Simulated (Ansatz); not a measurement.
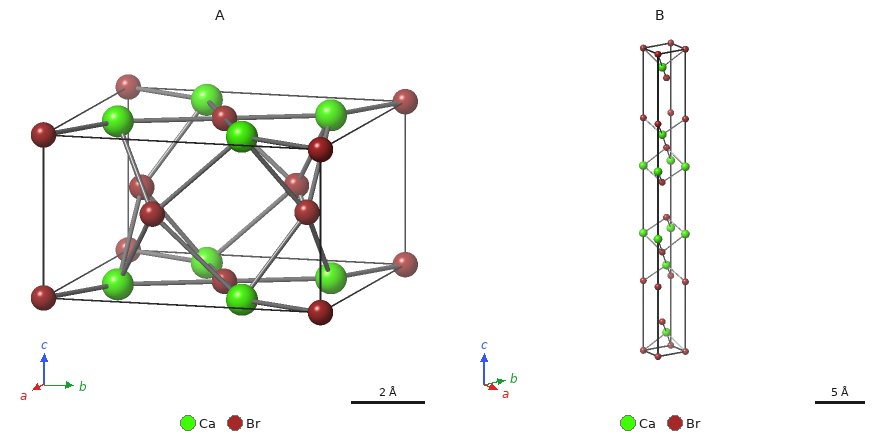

Two structures of Ca2Br3, each relaxed to rest (conventional cells in solid outline, small ones repeated, not to one scale). Method: Ansatz 0.2.0, DFT PBE, scalar-relativistic, plane waves, PAW, without spin polarisation.

Question: What are the two structures?

Answer: A: 10 atoms a cell on a primitive tetragonal lattice, P4/mbm. B: 15 atoms a cell on a rhombohedral (trigonal R) lattice, R-3m.

Question: Which polymorph is favoured?

Answer: B is lower, by 77 meV/atom at this level of theory (energies at zero smearing). Volumes: A 29.3, B 34.5 Å³/atom.

One or both may be structure types tried for this composition rather than known phases.
